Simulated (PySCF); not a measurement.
# CS: excited-state relaxation, vibronic structure

Wanted: excited-state relaxation, vibronic structure for CS (`[C-]#[S+]`).

Computed with PySCF 2.14.0 and routines of our own; the level stands in each step. Atoms count from 0.

## 1. The system as given

2 atoms, charge 0, multiplicity 1; geometry from: GFN2-xTB.

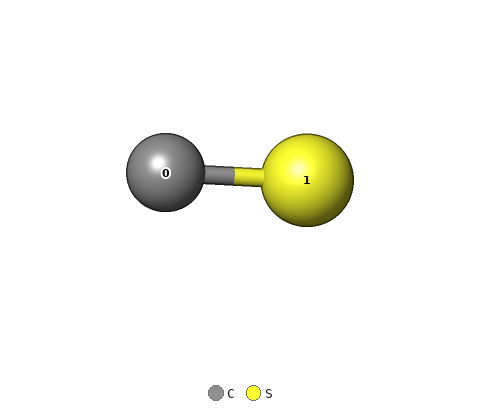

The starting geometry (carbon grey, sulfur yellow).

## 2. Optimising the geometry at CAM-B3LYP/def2-TZVP

The job: settings as JSON, then the geometry in Å.

```
{"job": {"xc": "CAM-B3LYP", "basis": "def2-TZVP", "grid": 1, "kind": "geom"}, "charge": 0, "multiplicity": 1}
C      0.761975    -0.003367    -0.002271
S     -0.759218     0.004635    -0.011877
```

Started as:

```sh
> OMP_NUM_THREADS=1 python excited_run.py task.json out
```

The driver reads the jobs from task.json and runs them one after another.

Standard output:

```text
step   0  E = -436.22531732  max force = 0.001728
step   1  E = -436.22531713  max force = 0.000136
optimisation converged
```

Run time: 1 s. Hardware: 1 thread of AMD EPYC 9R45, shared host; peak memory 0.3 GiB.

The steps of the relaxation:

```tsv
step	energy from step 0 (eV)	largest force component (eV/Å)
0	0.0000	0.0889
1	0.0000	0.0070
```

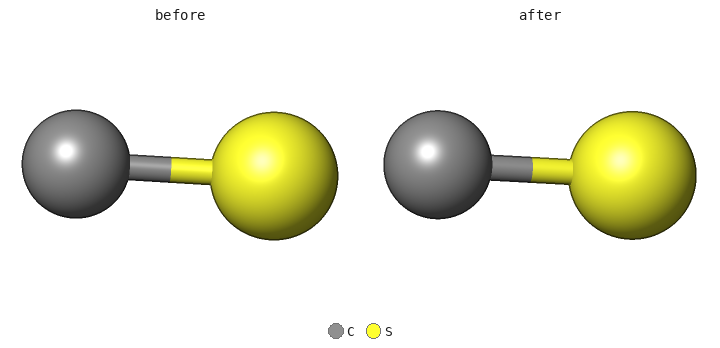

The geometry before (left) and after (right).

The bond:

```tsv
bond	before (Å)	after (Å)	change (Å)
C0–S1	1.521	1.520	-0.001
```

The end geometry stands in the next job.

```tsv
at the end point	value
point group (found at 0.08 Å tolerance)	Cinfv
rotational constants (GHz, main isotopes)	25.076, 25.076
dipole moment (D)	2.00
```

## 3. Excited-state relaxation: TDDFT CAM-B3LYP/def2-TZVP

The job: settings as JSON, then the geometry in Å.

```
{"job": {"kind": "xopt", "state": "S1", "method": "TDDFT", "freq": true, "xc": "CAM-B3LYP", "basis": "def2-TZVP", "grid": 1}, "charge": 0, "multiplicity": 1}
C      0.754989    -0.069710     0.060733
S     -0.752207     0.070963    -0.074886
```

Method: TDDFT CAM-B3LYP/def2-TZVP excited-state geometry optimisation, gas phase.

Standard output:

```text
final grid: 11496 points
cycle   1  E = -436.2202714278  dE =  8.722e-02  |g| = 1.434e-01  |ddm| = 1.421e+00
cycle   2  E = -436.2166681932  dE =  3.603e-03  |g| = 1.795e-01  |ddm| = 2.086e-01
cycle   3  E = -436.2248086277  dE = -8.140e-03  |g| = 4.486e-02  |ddm| = 1.513e-01
cycle   4  E = -436.2253108191  dE = -5.022e-04  |g| = 4.122e-03  |ddm| = 3.510e-02
cycle   5  E = -436.2253165909  dE = -5.772e-06  |g| = 9.601e-04  |ddm| = 7.088e-03
cycle   6  E = -436.2253170879  dE = -4.970e-07  |g| = 3.084e-04  |ddm| = 2.471e-03
cycle   7  E = -436.2253171291  dE = -4.114e-08  |g| = 7.424e-05  |ddm| = 4.533e-04
cycle   8  E = -436.2253171312  dE = -2.152e-09  |g| = 6.737e-06  |ddm| = 1.206e-04
cycle   9  E = -436.2253171313  dE = -3.143e-11  |g| = 2.270e-06  |ddm| = 2.335e-05
converged SCF energy = -436.2253171313

vertical S1 at the ground-state geometry: 4.8433 eV
step    E(state)/Eh    max force   excitation/eV  root
  0    -436.04645544   0.050966     4.8641      1
  1    -436.04900775   0.010196     4.7631      1
  2    -436.04911198   0.004522     4.7448      1
  3    -436.04913854   0.000185     4.7299      1
  4    -436.04913856   0.000020     4.7292      1
optimisation converged
vertical emission 4.7292 eV, adiabatic 4.7941 eV, Stokes shift 0.1141 eV, reorganisation 0.0493 (excited) and 0.0649 eV (ground)
zero-point change -0.0175 eV, 0-0 energy 4.7765 eV
frequencies of the excited state (cm-1): 1078
```

Wall time 16 s (1 thread of AMD EPYC 9R45, shared host); peak memory 0.32 GiB.

Key values:

```tsv
quantity	value
vertical absorption, S1	4.84 eV
adiabatic energy, S1	4.79 eV
vertical emission, S1	4.73 eV
Stokes shift, S1	0.11 eV
geometry moved (RMSD), S1	0.027 Å
```

Bonds of the start that changed most:

```tsv
bond	start (Å)	end (Å)
C0–S1	1.520	1.569
```

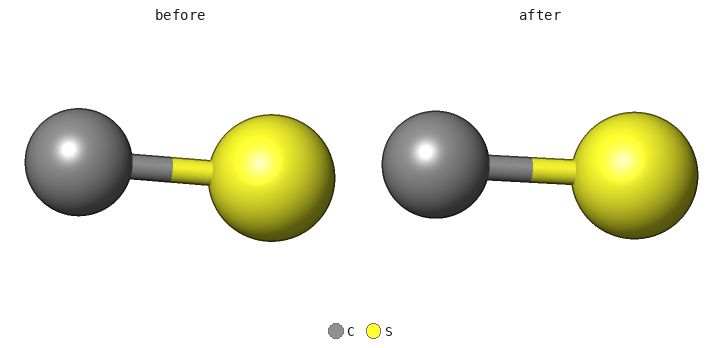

Before and after.

Orbitals, density, ELF and potential are computed afterwards from the orbital file.

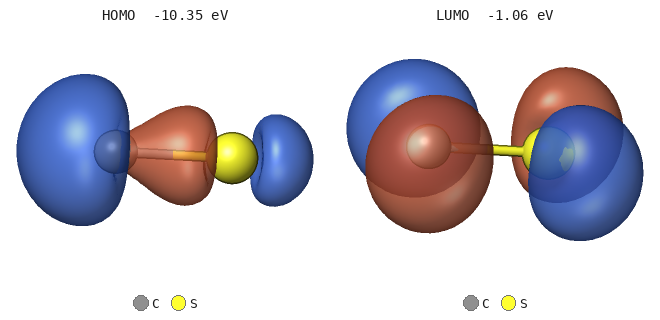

CAM-B3LYP/def2-TZVP orbitals near the gap, drawn at the value that encloses 70 % of each; the two colours are the two signs.

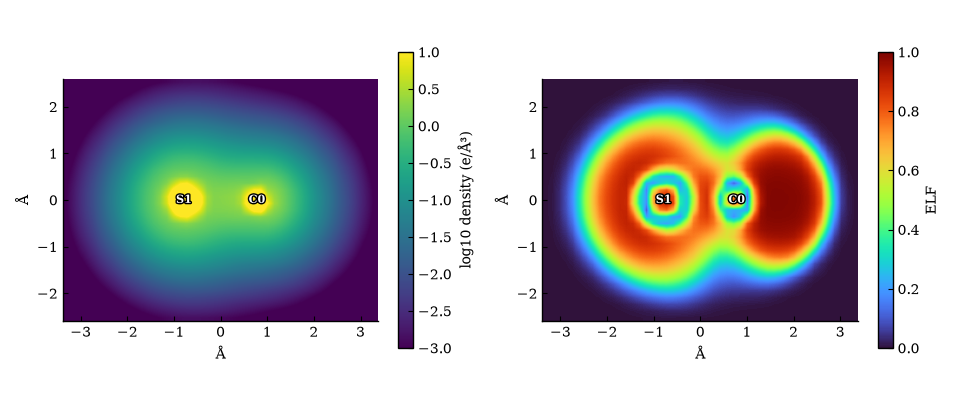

Density (left) and ELF (right) in a plane through or near 2 of the atoms.

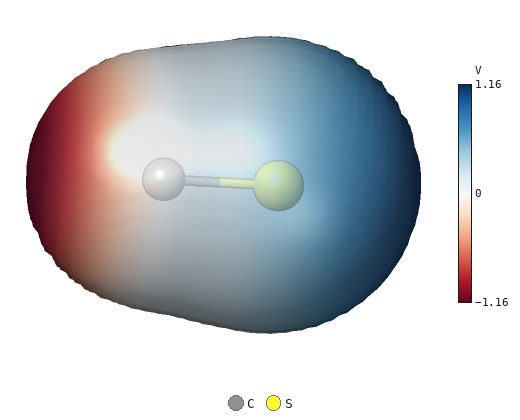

Electrostatic potential on the surface of density 0.002 e/bohr³; red is low, blue high. It runs, from the 1st to the 99th percentile, from -1.16 V near C0 to 1.03 V near S1.

## 4. Excited-state relaxation: UKS CAM-B3LYP/def2-TZVP

The job: settings as JSON, then the geometry in Å.

```
{"job": {"kind": "xopt", "state": "T1", "method": "UKS", "freq": true, "xc": "CAM-B3LYP", "basis": "def2-TZVP", "grid": 1}, "charge": 0, "multiplicity": 1}
C      0.754989    -0.069710     0.060733
S     -0.752207     0.070963    -0.074886
```

With the program's defaults for keys left out, this is: UKS CAM-B3LYP/def2-TZVP excited-state geometry optimisation, gas phase.

Standard output:

```text
final grid: 11496 points
cycle   1  E = -436.2202714278  dE =  8.722e-02  |g| = 1.434e-01  |ddm| = 1.421e+00
cycle   2  E = -436.2166681932  dE =  3.603e-03  |g| = 1.795e-01  |ddm| = 2.086e-01
cycle   3  E = -436.2248086277  dE = -8.140e-03  |g| = 4.486e-02  |ddm| = 1.513e-01
cycle   4  E = -436.2253108191  dE = -5.022e-04  |g| = 4.122e-03  |ddm| = 3.510e-02
cycle   5  E = -436.2253165909  dE = -5.772e-06  |g| = 9.601e-04  |ddm| = 7.088e-03
cycle   6  E = -436.2253170879  dE = -4.970e-07  |g| = 3.084e-04  |ddm| = 2.471e-03
cycle   7  E = -436.2253171291  dE = -4.114e-08  |g| = 7.424e-05  |ddm| = 4.533e-04
cycle   8  E = -436.2253171312  dE = -2.152e-09  |g| = 6.737e-06  |ddm| = 1.206e-04
cycle   9  E = -436.2253171313  dE = -3.143e-11  |g| = 2.270e-06  |ddm| = 2.335e-05
converged SCF energy = -436.2253171313

vertical T1 at the ground-state geometry: 3.3292 eV
step    E(state)/Eh    max force   <S^2>
  0    -436.10218337   0.046913    2.0276
  1    -436.10417480   0.004985    2.0324
  2    -436.10419835   0.001791    2.0328
  3    -436.10420189   0.000024    2.0331
optimisation converged
vertical emission 3.2570 eV, adiabatic 3.2957 eV, Stokes shift 0.0722 eV, reorganisation 0.0335 (excited) and 0.0387 eV (ground)
zero-point change -0.0112 eV, 0-0 energy 3.2845 eV
frequencies of the excited state (cm-1): 1180
```

It took 8.4 s on 1 thread of AMD EPYC 9R45, shared host; peak memory 0.32 GiB.

Key values:

```tsv
quantity	value
vertical gap at the ground-state geometry, T1	3.33 eV
adiabatic energy, T1	3.30 eV
vertical gap at the relaxed geometry, T1	3.26 eV
difference of the two gaps, T1	0.07 eV
geometry moved (RMSD), T1	0.020 Å
```

Bonds of the start that changed most:

```tsv
bond	start (Å)	end (Å)
C0–S1	1.520	1.557
```

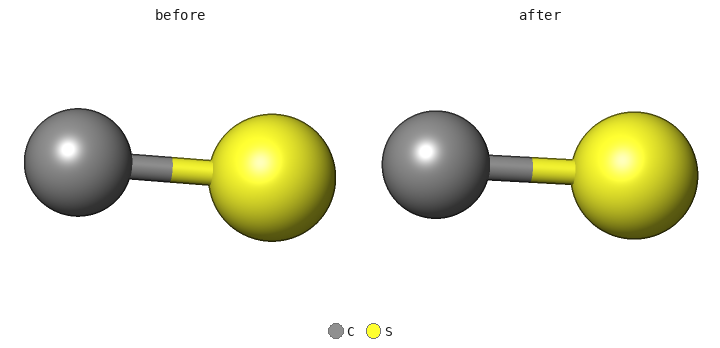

Before and after.

## 5. Excited-state relaxation: TDA CAM-B3LYP/def2-TZVP

The job: settings as JSON, then the geometry in Å.

```
{"job": {"kind": "xopt", "state": "T1", "method": "TDA", "xc": "CAM-B3LYP", "basis": "def2-TZVP", "grid": 1}, "charge": 0, "multiplicity": 1}
C      0.754989    -0.069710     0.060733
S     -0.752207     0.070963    -0.074886
```

Level: TDA CAM-B3LYP/def2-TZVP excited-state geometry optimisation, gas phase.

Standard output:

```text
final grid: 11496 points
cycle   1  E = -436.2202714278  dE =  8.722e-02  |g| = 1.434e-01  |ddm| = 1.421e+00
cycle   2  E = -436.2166681932  dE =  3.603e-03  |g| = 1.795e-01  |ddm| = 2.086e-01
cycle   3  E = -436.2248086277  dE = -8.140e-03  |g| = 4.486e-02  |ddm| = 1.513e-01
cycle   4  E = -436.2253108191  dE = -5.022e-04  |g| = 4.122e-03  |ddm| = 3.510e-02
cycle   5  E = -436.2253165909  dE = -5.772e-06  |g| = 9.601e-04  |ddm| = 7.088e-03
cycle   6  E = -436.2253170879  dE = -4.970e-07  |g| = 3.084e-04  |ddm| = 2.471e-03
cycle   7  E = -436.2253171291  dE = -4.114e-08  |g| = 7.424e-05  |ddm| = 4.533e-04
cycle   8  E = -436.2253171312  dE = -2.152e-09  |g| = 6.737e-06  |ddm| = 1.206e-04
cycle   9  E = -436.2253171313  dE = -3.143e-11  |g| = 2.270e-06  |ddm| = 2.335e-05
converged SCF energy = -436.2253171313

vertical T1 at the ground-state geometry: 3.3389 eV
step    E(state)/Eh    max force   excitation/eV  root
  0    -436.10183179   0.046851     3.3572      1
  1    -436.10378680   0.006014     3.2817      1
  2    -436.10382072   0.002080     3.2731      1
  3    -436.10382554   0.000030     3.2685      1
optimisation converged
vertical emission 3.2685 eV, adiabatic 3.3060 eV, Stokes shift 0.0703 eV, reorganisation 0.0329 (excited) and 0.0374 eV (ground)
```

It took 2.8 s on 1 thread of AMD EPYC 9R45, shared host; peak memory 0.33 GiB.

In short:

```tsv
quantity	value
vertical gap at the ground-state geometry, T1	3.34 eV
adiabatic energy, T1	3.31 eV
vertical gap at the relaxed geometry, T1	3.27 eV
difference of the two gaps, T1	0.07 eV
geometry moved (RMSD), T1	0.020 Å
```

Bonds of the start that changed most:

```tsv
bond	start (Å)	end (Å)
C0–S1	1.520	1.556
```

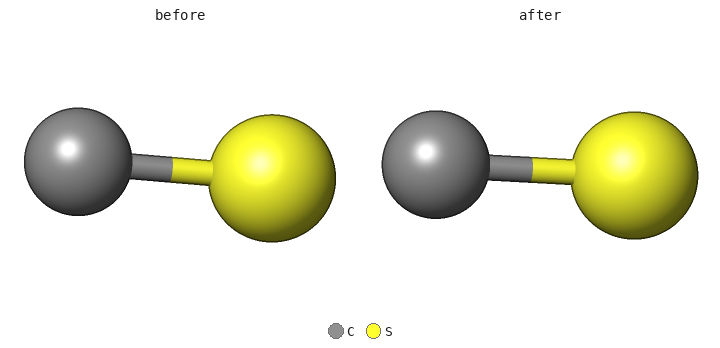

Before and after.

## 6. Vibronic structure: TDDFT CAM-B3LYP/def2-TZVP

The job: settings as JSON, then the geometry in Å.

```
{"job": {"kind": "vib", "tda": false, "freq": true, "xc": "CAM-B3LYP", "basis": "def2-TZVP", "grid": 1}, "charge": 0, "multiplicity": 1}
C      0.754989    -0.069710     0.060733
S     -0.752207     0.070963    -0.074886
```

Method: TDDFT CAM-B3LYP/def2-TZVP vertical-gradient vibronic structure (displaced harmonic oscillators, Condon), gas phase.

Standard output:

```text
final grid: 11496 points
cycle   1  E = -436.2202714278  dE =  8.722e-02  |g| = 1.434e-01  |ddm| = 1.421e+00
cycle   2  E = -436.2166681932  dE =  3.603e-03  |g| = 1.795e-01  |ddm| = 2.086e-01
cycle   3  E = -436.2248086277  dE = -8.140e-03  |g| = 4.486e-02  |ddm| = 1.513e-01
cycle   4  E = -436.2253108191  dE = -5.022e-04  |g| = 4.122e-03  |ddm| = 3.510e-02
cycle   5  E = -436.2253165909  dE = -5.772e-06  |g| = 9.601e-04  |ddm| = 7.088e-03
cycle   6  E = -436.2253170879  dE = -4.970e-07  |g| = 3.084e-04  |ddm| = 2.471e-03
cycle   7  E = -436.2253171291  dE = -4.114e-08  |g| = 7.424e-05  |ddm| = 4.533e-04
cycle   8  E = -436.2253171312  dE = -2.152e-09  |g| = 6.737e-06  |ddm| = 1.206e-04
cycle   9  E = -436.2253171313  dE = -3.143e-11  |g| = 2.270e-06  |ddm| = 2.335e-05
converged SCF energy = -436.2253171313

Singlet excitations (eV, f): 4.843 (0.0077)  4.843 (0.0077)  5.335 (0.0000)  5.695 (0.0000)  5.695 (0.0000)  8.513 (0.1839)

State S1  4.8433 eV  f = 0.00766  H->L 0.99
  relaxed dipole 0.562 D, largest gradient of the excitation energy 0.0412 Eh/bohr
  mode    cm-1        S   lambda/meV  Raman
    1   1360.8    0.2274      38.4   1.000
  reorganisation energy 0.0384 eV, total S 0.227, 0-0 4.8049 eV
  absorption maximum 4.805 eV, width 0.038 eV

State S6  8.5132 eV  f = 0.18387  H-1->L+1 0.35, H-2->L 0.35, H->L+2 0.24
  relaxed dipole 0.825 D, largest gradient of the excitation energy 0.1557 Eh/bohr
  mode    cm-1        S   lambda/meV  Raman
    1   1360.8    3.2531     548.8   1.000
  reorganisation energy 0.5488 eV, total S 3.253, 0-0 7.9644 eV
  absorption maximum 8.470 eV, width 0.688 eV

State T1  3.3389 eV  f = 0.00000  H->L 0.98
  relaxed dipole 0.009 D, largest gradient of the excitation energy 0.0360 Eh/bohr
  mode    cm-1        S   lambda/meV  Raman
    1   1360.8    0.1736      29.3   1.000
  reorganisation energy 0.0293 eV, total S 0.174, 0-0 3.3096 eV
  absorption maximum 3.310 eV, width 0.038 eV
```

Wall time 1.2 s (1 thread of AMD EPYC 9R45, shared host); peak memory 0.33 GiB.

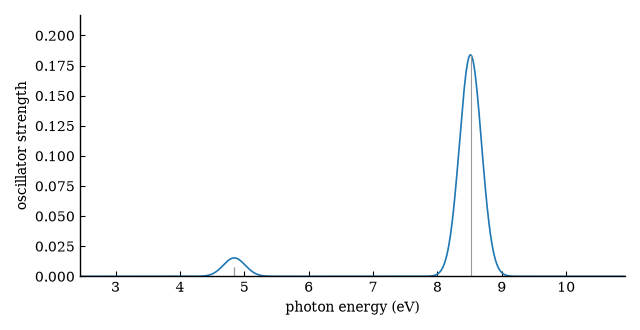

Absorption lines of the singlets. Lines are broadened to a width of 0.40 eV (Gaussian).

## 7. What came out

```
                                                                                                      quantity                     value
                                                                                                   point group                     Cinfv
                                                                          rotational constants (main isotopes)          25.08, 25.08 GHz
                                                   vertical absorption, S1 (step 3, TDDFT CAM-B3LYP/def2-TZVP)                   4.84 eV
                                                      adiabatic energy, S1 (step 3, TDDFT CAM-B3LYP/def2-TZVP)                   4.79 eV
                                                     vertical emission, S1 (step 3, TDDFT CAM-B3LYP/def2-TZVP)                   4.73 eV
                                                          Stokes shift, S1 (step 3, TDDFT CAM-B3LYP/def2-TZVP)                   0.11 eV
                                                                         surface potential, 1st and 99th percentile        -1.16 V and 1.03 V
                               vertical gap at the ground-state geometry, T1 (step 4, UKS CAM-B3LYP/def2-TZVP)                   3.33 eV
                                                        adiabatic energy, T1 (step 4, UKS CAM-B3LYP/def2-TZVP)                   3.30 eV
                                    vertical gap at the relaxed geometry, T1 (step 4, UKS CAM-B3LYP/def2-TZVP)                   3.26 eV
                                              difference of the two gaps, T1 (step 4, UKS CAM-B3LYP/def2-TZVP)                   0.07 eV
                               vertical gap at the ground-state geometry, T1 (step 5, TDA CAM-B3LYP/def2-TZVP)                   3.34 eV
                                                        adiabatic energy, T1 (step 5, TDA CAM-B3LYP/def2-TZVP)                   3.31 eV
                                    vertical gap at the relaxed geometry, T1 (step 5, TDA CAM-B3LYP/def2-TZVP)                   3.27 eV
                                              difference of the two gaps, T1 (step 5, TDA CAM-B3LYP/def2-TZVP)                   0.07 eV
S1: vertical, reorganisation, 0-0, total S (step 6, TDDFT CAM-B3LYP/def2-TZVP, modes from CAM-B3LYP/def2-TZVP)  4.84, 0.04, 4.80 eV; 0.2
S6: vertical, reorganisation, 0-0, total S (step 6, TDDFT CAM-B3LYP/def2-TZVP, modes from CAM-B3LYP/def2-TZVP)  8.51, 0.55, 7.96 eV; 3.3
  T1: vertical, reorganisation, 0-0, total S (step 6, TDA CAM-B3LYP/def2-TZVP, modes from CAM-B3LYP/def2-TZVP)  3.34, 0.03, 3.31 eV; 0.2
```

With CAM-B3LYP/def2-TZVP, its start was all but relaxed already: 1 step gained 0.0 meV. In step 3 (excited-state relaxation), among the bonds C0–S1 changes most, from 1.520 to 1.569 Å. By nearest atom (CAM-B3LYP/def2-TZVP), the HOMO sits on C0 77 %; S1 23 % and the LUMO on C0 62 %; S1 38 %. In step 4 (excited-state relaxation), among the bonds C0–S1 changes most, from 1.520 to 1.557 Å. In step 5 (excited-state relaxation), among the bonds C0–S1 changes most, from 1.520 to 1.556 Å. Some states lie very close; unless symmetry makes them partners, their order is unsure. The vibronic model keeps the ground-state modes and shifts them along the gradient alone, so it can miss much of the relaxation that a full optimisation finds. ΔSCF (UKS) and response values aren't on one footing and may follow different states, so their differences aren't method errors alone, and singlets and triplets from the two don't rank.
